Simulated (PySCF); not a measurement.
System (SMILES): [O+]#[Si-] (O-Si).
Geometry (B3LYP-D3(BJ)/def2-TZVP, fixed):
```xyz
2

Si     0.0000     0.0000    -0.5502
O      0.0000     0.0000     0.9629
```
Charge 0, spin multiplicity 1.

Basis-set convergence of the isotropic shielding of O2 at HF with PySCF. GIAO, no density fitting; atoms are numbered in the order shown. All functions are spherical. No added dispersion term, no relativity. Reference: the value in pcSseg-3, -185.53 ppm, itself unsure by roughly 2.76 ppm (its mean distance from cc-pCVQZ, cc-pV(5+d)Z, pcseg-3). Deviations are taken from unrounded values. Cost is core time over that of aug-cc-pV(T+d)Z, rough, on shared machines of one kind; a dash marks a row that isn't timed (too short, read off another run, short of memory, by another algorithm or on other hardware).

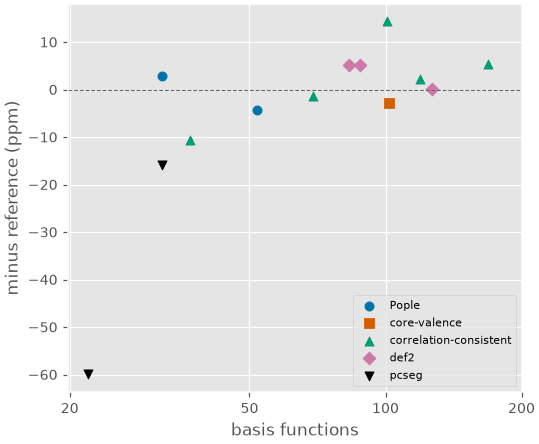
Fig. 1. Deviation from the reference against the number of basis functions, by family of sets.

```tsv
basis	functions	isotropic shielding of O2 (ppm)	minus reference (ppm)	cost
pcseg-0	22	-245.47	-59.94	-
6-31G**	32	-182.77	2.76	-
pcseg-1	32	-201.32	-15.79	-
cc-pV(D+d)Z	37	-196.22	-10.69	-
6-311+G**	52	-189.80	-4.27	-
cc-pV(T+d)Z	69	-186.96	-1.42	-
def2-TZVPD	83	-180.35	5.18	-
def2-TZVPPD	88	-180.27	5.26	-
aug-cc-pV(T+d)Z	101	-171.17	14.36	1×
cc-pCVTZ	102	-188.40	-2.87	1×
cc-pV(Q+d)Z	119	-183.41	2.12	2×
def2-QZVPP	127	-185.52	0.01	3×
aug-cc-pV(Q+d)Z	169	-180.15	5.38	8×
```
